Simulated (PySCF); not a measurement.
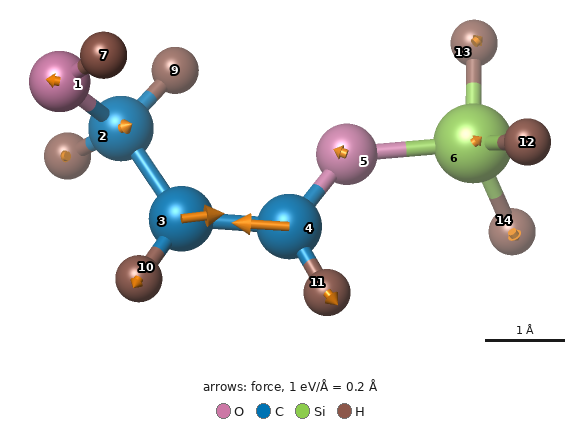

Starting geometry of C₃H₈O₂Si with the computed forces as orange arrows. Style: ball-and-stick. Shown at a tilt.

The start comes from GFN2-xTB. Its atoms were then displaced at random by about 0.01 Å.

Theory: PySCF 2.14.0, density-fitted response routines, PBE0-D3(BJ)/def2-SVP geometry optimisation, gas phase. 

What follows when this structure is relaxed?

It isn't relaxed: the largest force vector, on a C atom, is 3.72 eV/Å. The final displacements have little in common with the starting forces (cosine between the two patterns 0.17). The atom that moves furthest after the best rigid fit is an H atom (0.36 Å). By element the largest moves are H 0.36 Å, O 0.14 Å, C 0.09 Å, Si 0.04 Å. Among the contacts that change: O–Si 1.630 → 1.678 Å, C–C 1.381 → 1.337 Å, H–Si 1.452 → 1.494 Å, C–O 1.322 → 1.354 Å. Bond angles that change, for instance: O–Si–H 98.3° → 105.7°, C–O–Si 131.7° → 125.7°, H–Si–H 114.8° → 110.9°. After 7 geometry steps the energy has fallen by 24.0 kJ/mol.
